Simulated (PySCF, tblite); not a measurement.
# C₄H₂F₃O₂ radical: geometry, infrared bands and EPR parameters

Aim: predict the infrared bands and EPR parameters of C₄H₂F₃O₂ radical (`O=[C]O/C=C/C(F)(F)F`).

The runs use tblite 0.8.0 and PySCF 2.14.0, with density-fitted response routines of our own; the level of theory stands in each step. All values are computed, except where a source is named. Atoms count from 0, in the outputs and in this text.

### Step 1. The starting structure

11 atoms, charge 0, multiplicity 2; geometry from: force field or distance geometry start.

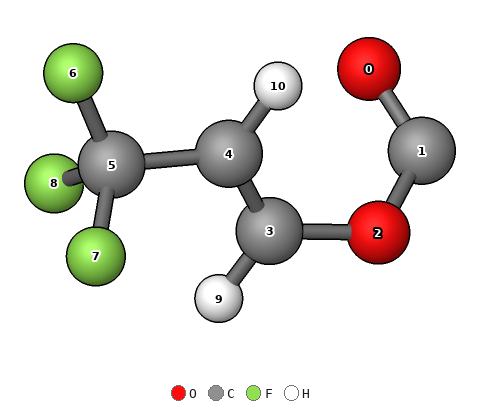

As it starts; oxygen red, carbon grey, fluorine green, hydrogen white, atoms numbered.

### Step 2. Optimising the geometry with GFN2-xTB

Job settings and geometry (Å):

```
{"job": {"kind": "relax", "xc": "GFN2-xTB", "basis": "xTB"}, "charge": 0, "multiplicity": 2}
O      0.912500     1.135600     2.457800
C      1.929200     0.592100     1.997800
O      1.991100     0.054300     0.727300
C      0.908300     0.099900    -0.165100
C     -0.257800    -0.454400     0.071600
C     -1.302400    -0.324000    -0.986400
F     -2.527400    -0.771700    -0.569100
F     -0.922800    -0.987800    -2.148700
F     -1.355800     1.019200    -1.305100
H      1.077000     0.621300    -1.093400
H     -0.446600    -0.981800     0.987200
```

Run with:

```sh
> OMP_NUM_THREADS=1 python probes_run.py task.json out
```

This one command runs all jobs of the session in turn.

Log:

```text
step      E/eV     max force
  0    -865.02067    5.111
  1    -865.27272    6.065
  2    -865.50431    1.210
  3    -865.54644    0.643
  4    -865.57743    0.380
  5    -865.58319    0.250
  6    -865.59010    0.197
  7    -865.59576    0.187
  8    -865.59977    0.229
  9    -865.60373    0.206
 10    -865.60721    0.207
 11    -865.60986    0.156
 12    -865.61169    0.115
 13    -865.61321    0.118
 14    -865.61491    0.169
 15    -865.61692    0.201
 16    -865.61915    0.167
 17    -865.62159    0.160
 18    -865.62429    0.157
 19    -865.62707    0.149
 20    -865.62957    0.131
 21    -865.63151    0.109
 22    -865.63320    0.112
 23    -865.63522    0.137
 24    -865.63759    0.144
 25    -865.63999    0.143
 26    -865.64243    0.149
 27    -865.64523    0.202
 28    -865.64907    0.244
 29    -865.65468    0.260
 30    -865.66152    0.238
 31    -865.66740    0.184
 32    -865.67154    0.184
 33    -865.66619    0.997
 34    -865.67737    0.212
 35    -865.67978    0.171
 36    -865.68482    0.166
 37    -865.68587    0.278
 38    -865.68820    0.163
 39    -865.69366    0.204
 40    -865.69590    0.153
 41    -865.69838    0.149
 42    -865.70137    0.261
 43    -865.70413    0.187
 44    -865.70870    0.191
 45    -865.71270    0.152
 46    -865.71457    0.132
 47    -865.71562    0.077
 48    -865.71636    0.110
 49    -865.71706    0.089
 50    -865.71782    0.074
 51    -865.71894    0.062
 52    -865.71964    0.069
 53    -865.72023    0.079
 54    -865.72058    0.082
 55    -865.72091    0.066
 56    -865.72129    0.057
 57    -865.72179    0.073
 58    -865.72230    0.066
 59    -865.72279    0.062
 60    -865.72326    0.055
 61    -865.72367    0.050
 62    -865.72394    0.046
 63    -865.72406    0.031
 64    -865.72412    0.025
 65    -865.72416    0.021
 66    -865.72420    0.018
 67    -865.72422    0.014
 68    -865.72425    0.014
 69    -865.72427    0.015
 70    -865.72430    0.019
 71    -865.72434    0.019
 72    -865.72436    0.017
 73    -865.72439    0.016
 74    -865.72445    0.020
 75    -865.72457    0.034
 76    -865.72486    0.060
 77    -865.72540    0.123
 78    -865.72616    0.176
 79    -865.72773    0.182
 80    -865.72940    0.051
 81    -865.72871    0.397
 82    -865.73026    0.107
 83    -865.73061    0.132
 84    -865.72994    0.408
 85    -865.73185    0.151
 86    -865.73250    0.122
 87    -865.71524    0.759
 88    -865.73361    0.045
 89    -865.73434    0.039
 90    -865.72373    0.661
 91    -865.73545    0.031
 92    -865.73615    0.033
 93    -865.72197    0.668
 94    -865.73673    0.039
 95    -865.73715    0.040
 96    -865.73392    0.366
 97    -865.73773    0.021
 98    -865.73806    0.030
 99    -865.73796    0.167
100    -865.73851    0.051
101    -865.73865    0.053
102    -865.73895    0.084
103    -865.73913    0.060
104    -865.73931    0.025
105    -865.73939    0.045
106    -865.73943    0.050
107    -865.73949    0.033
108    -865.73956    0.023
109    -865.73961    0.017
110    -865.73964    0.012
111    -865.73967    0.020
112    -865.73970    0.035
113    -865.73973    0.010
114    -865.73973    0.009
```

It took 0.6 s on 1 thread of Arm Neoverse V1, shared host.

The steps of the relaxation: (not every step is listed)

```
step  energy from step 0 (eV)  largest force (eV/Å)
   0                   0.0000                5.1105
   1                  -0.2521                6.0651
   2                  -0.4836                1.2099
   3                  -0.5258                0.6432
   4                  -0.5568                0.3796
   5                  -0.5625                0.2496
   6                  -0.5694                0.1974
   7                  -0.5751                0.1870
   8                  -0.5791                0.2291
  18                  -0.6036                0.1570
  28                  -0.6284                0.2439
  38                  -0.6675                0.1632
  48                  -0.6957                0.1097
  58                  -0.7016                0.0658
  68                  -0.7036                0.0137
  78                  -0.7055                0.1757
  88                  -0.7129                0.0453
  98                  -0.7174                0.0297
 108                  -0.7189                0.0230
 109                  -0.7189                0.0173
 110                  -0.7190                0.0116
 111                  -0.7190                0.0196
 112                  -0.7190                0.0351
 113                  -0.7191                0.0098
 114                  -0.7191                0.0087
```

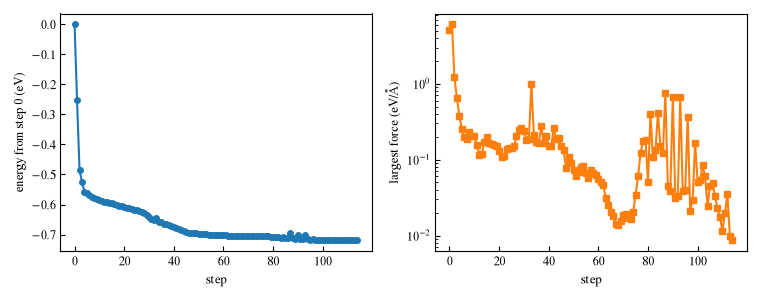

Energy and force, step by step.

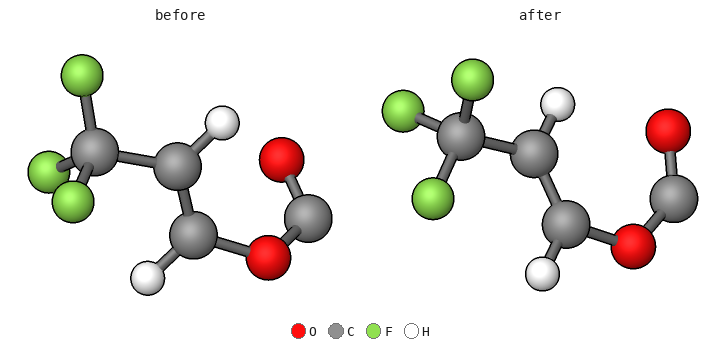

The geometry before (left) and after (right).

Distances of close pairs at the start and the end, largest changes first:

| bond | before (Å) | after (Å) | change (Å) |
| --- | --- | --- | --- |
| C1–O2 | 1.381 | 1.299 | -0.083 |
| C5–F7 | 1.391 | 1.340 | -0.052 |
| O0–C1 | 1.241 | 1.192 | -0.049 |
| C5–F8 | 1.382 | 1.341 | -0.040 |
| C5–F6 | 1.369 | 1.341 | -0.028 |
| O2–C3 | 1.404 | 1.384 | -0.020 |
| C3–C4 | 1.313 | 1.323 | +0.011 |
| C4–H10 | 1.073 | 1.080 | +0.007 |

The next job starts from the end point, and lists it.

### Step 3. Harmonic vibrations with GFN2-xTB

Job settings and geometry (Å):

```
{"job": {"kind": "ir", "xc": "GFN2-xTB", "basis": "xTB"}, "charge": 0, "multiplicity": 2}
O      0.881404     0.606415     2.635617
C      1.848331     0.483209     1.949128
O      2.048265     0.212806     0.694915
C      1.022320    -0.015255    -0.205783
C     -0.273263     0.006559     0.063704
C     -1.301335    -0.255150    -0.992318
F     -2.069743    -1.310708    -0.685691
F     -0.769670    -0.503148    -2.196803
F     -2.131124     0.787280    -1.145023
H      1.429555    -0.219673    -1.187568
H     -0.679315     0.210337     1.043859
```

Log:

```text
mode    cm-1     km/mol
  1      23.1      1.31
  2      73.0      1.74
  3     119.4      2.51
  4     169.3      0.01
  5     186.6      2.86
  6     309.8      5.11
  7     362.7     10.83
  8     379.0     11.99
  9     415.1     24.69
 10     497.9      5.68
 11     524.6      0.01
 12     606.8     28.96
 13     749.3     13.21
 14     762.2      5.62
 15     869.0     34.59
 16     949.0    170.89
 17     968.2     29.03
 18    1050.8    351.89
 19    1061.3    148.57
 20    1100.4    191.31
 21    1179.1     83.30
 22    1228.5    115.05
 23    1254.3     11.03
 24    1683.7    107.12
 25    1864.2    405.06
 26    3061.1      0.38
 27    3094.9      6.18
```

Run time: 0.27 s. Hardware: 1 thread of Arm Neoverse V1, shared host.

The strongest bands and the atoms that carry them (share of the mass-weighted mode):

```
cm⁻¹  km/mol                                atoms
 949   170.9                     C3 45 %, O2 28 %
1051   351.9            C5 74 %, F6 12 %, F8 12 %
1061   148.6                              C5 55 %
1100   191.3                     O2 39 %, C1 37 %
1179    83.3                    C5 43 %, H10 38 %
1228   115.0  C5 33 %, C4 19 %, H10 17 %, H9 14 %
1684   107.1                     C4 50 %, C3 45 %
1864   405.1                     C1 61 %, O0 38 %
```

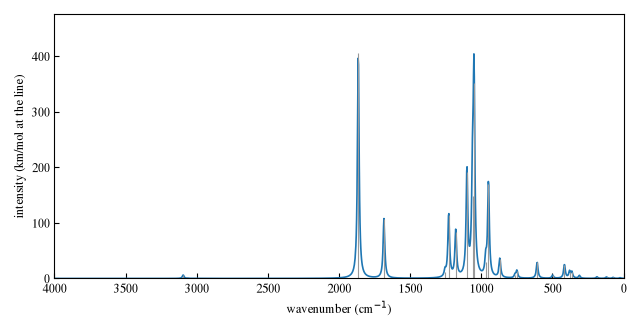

The infrared spectrum from these modes, unscaled. Lines are broadened to a width of 14 cm⁻¹ (Lorentzian).

### Step 4. EPR parameters: B3LYP/pcH-1

Same as in step 3 but for these lines:

```diff
@@ -1,2 +1,2 @@
-{"job": {"kind": "ir", "xc": "GFN2-xTB", "basis": "xTB"}, "charge": 0, "multiplicity": 2}
+{"job": {"kind": "epr", "basis": "pcH-1"}, "charge": 0, "multiplicity": 2}
 O      0.881404     0.606415     2.635617
```

Level: UKS B3LYP, pcH-1 on C F H O, non-relativistic, mean-field spin-orbit, GIAO.

Log:

```text
UKS, coarse grid
  cycle   1  E = -603.29240471  |g| = 8.79e-01
  cycle   2  E = -602.54397561  |g| = 1.70e+00
  cycle   3  E = -603.50693775  |g| = 3.51e-01
  cycle   4  E = -603.54966747  |g| = 8.24e-02
  cycle   5  E = -603.55139077  |g| = 3.50e-02
  cycle   6  E = -603.55185631  |g| = 1.21e-02
  cycle   7  E = -603.55192228  |g| = 2.88e-03
  cycle   8  E = -603.55192605  |g| = 9.92e-04
UKS, final grid
  cycle   1  E = -603.55198830  |g| = 1.28e-03
  cycle   2  E = -603.55198757  |g| = 1.95e-03
  cycle   3  E = -603.55198897  |g| = 2.51e-04
  cycle   4  E = -603.55198900  |g| = 9.81e-05
  cycle   5  E = -603.55198902  |g| = 8.86e-05
  cycle   6  E = -603.55198902  |g| = 3.23e-05
  cycle   7  E = -603.55198903  |g| = 1.55e-05
E = -603.55198903 Eh   <S^2> = 0.7531 (exact 0.7500)
g shifts (ppm)      1          2          3
  rmc          -247       -247       -247
  gc             54         23       -184
  oz_so       -4313       -420       2138
  total       -4506       -644       1708
hyperfine (MHz)  atom isotope    a_iso     a_fc   dipolar eigenvalues
    0   17O     -56.01     -56.01   -100.12     45.41     54.71
    1   13C     654.06     654.06    -53.00    -43.76     96.77
    2   17O    -263.60    -263.60    -19.09      8.21     10.88
    3   13C      47.69      47.69     -6.86     -4.52     11.38
    4   13C       5.82       5.82     -3.27      0.84      2.43
    5   13C      10.53      10.53     -0.89     -0.81      1.69
    6   19F      -0.68      -0.68     -0.70     -0.62      1.32
    7   19F      -0.20      -0.20     -1.44     -0.18      1.62
    8   19F      -0.68      -0.68     -0.69     -0.62      1.31
    9    1H      11.58      11.58     -3.62     -1.66      5.28
   10    1H       8.86       8.86     -4.61     -1.55      6.15
```

Wall time 53 s (1 thread of Arm Neoverse V1, shared host); peak memory 0.92 GiB.

Principal g values 1.99781, 2.00168, 2.00403; g(iso) = 2.00117, against 2.00232 for a free electron.

Mean a(iso) over the nuclei that a row names, and the largest dipolar term of the row (other rows stand at the frozen geometry):

| nuclei | isotope | a(iso) (MHz) | a(iso) (G, at g = 2.0023) | largest dipolar term (MHz) |
| --- | --- | --- | --- | --- |
| C1 | 13C | 654.1 | 233.4 | 96.8 |
| O2 | 17O | -263.6 | -94.1 | -19.1 |
| O0 | 17O | -56.0 | -20.0 | -100.1 |
| C3 | 13C | 47.7 | 17.0 | 11.4 |
| H9 | 1H | 11.6 | 4.1 | 5.3 |
| C5 | 13C | 10.5 | 3.8 | 1.7 |
| H10 | 1H | 8.9 | 3.2 | 6.2 |
| C4 | 13C | 5.8 | 2.1 | -3.3 |
| F6, F7, F8 | 19F | -0.5 | -0.2 | 1.6 |

Mulliken spin populations:

```csv
atom,value (e)
O0,0.21
C1,0.72
O2,0.01
C3,0.06
C4,-0.01
C5,0.01
F6,0.00
F7,0.00
F8,0.00
H9,0.01
H10,0.00
```

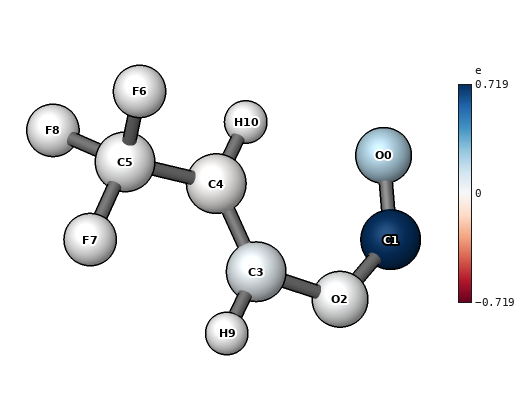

Mulliken spin populations, as colours on the atoms.

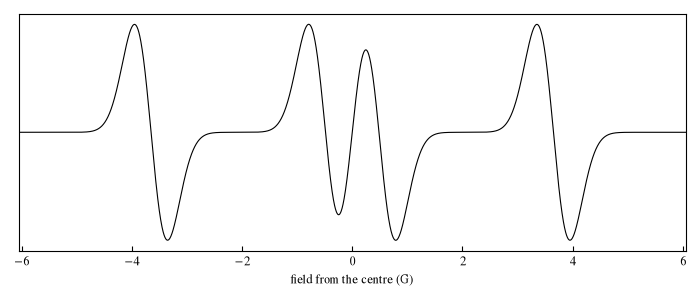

First-order isotropic spectrum (first derivative, main isotopes with spin only, couplings over 0.8 MHz, Gaussian width 0.3 G; couplings of the frozen geometry, rotation of groups not averaged beyond the rows shown).

The fields below are evaluated on a grid from the run's orbitals.

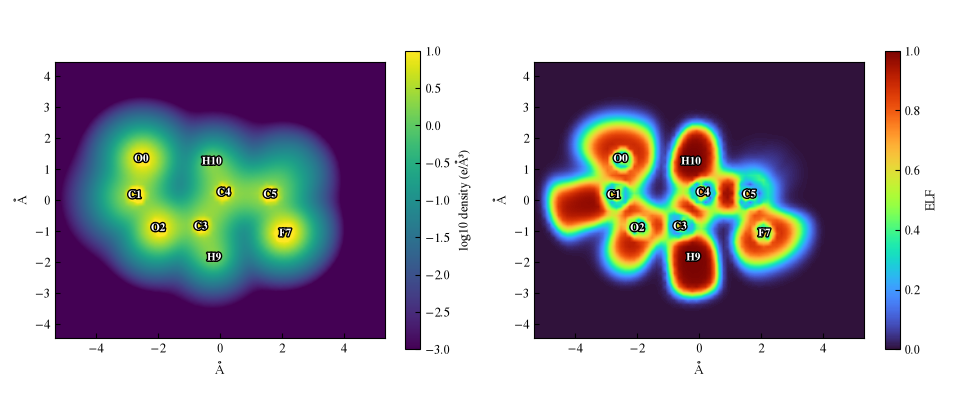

Density (left) and ELF (right) in a plane through or near 9 of the atoms.

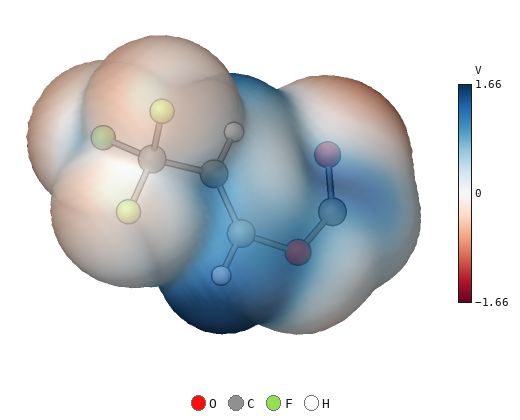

Electrostatic potential on the surface of density 0.002 e/bohr³; red is low, blue high. It runs from -0.90 V near O0 to 1.66 V near H9.

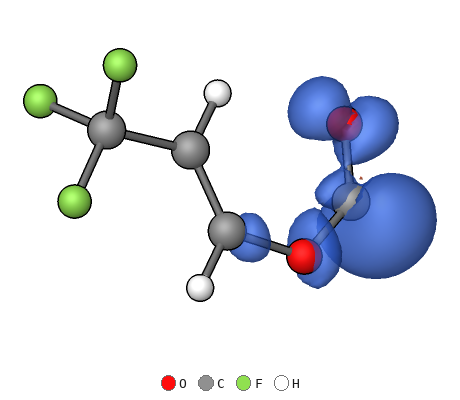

Spin density at ±0.05 e/Å³ (alpha excess blue, beta excess red).

### Step 5. Results

| quantity | value |
| --- | --- |
| strongest single infrared mode (GFN2-xTB) | 1864 cm⁻¹, 405 km/mol |
| zero-point energy (GFN2-xTB) | 35.1 kcal/mol |
| g(iso) (B3LYP) | 2.00117 |
| ⟨S²⟩ | 0.753 (exact 0.75) |
| largest a(iso) (averaged by class) | 13C on C1, 654.1 MHz |
| surface potential, least and greatest | -0.90 V and 1.66 V |

In words: Over 114 steps the energy fell by 0.719 eV; of the close pairs, C1–O2 changed most, 1.381 to 1.299 Å. All 27 modes are real, so the xTB geometry is a minimum. The strongest single mode, at 1864 cm⁻¹, moves mainly C1 and O0. GFN2-xTB is a fitted tight-binding method: band positions and strengths are rough. Its intensities can rank the bands wrongly. Most of the unpaired spin sits on C1 (0.72 e). The isotropic g lies 1.1 ppt below the free-electron value.
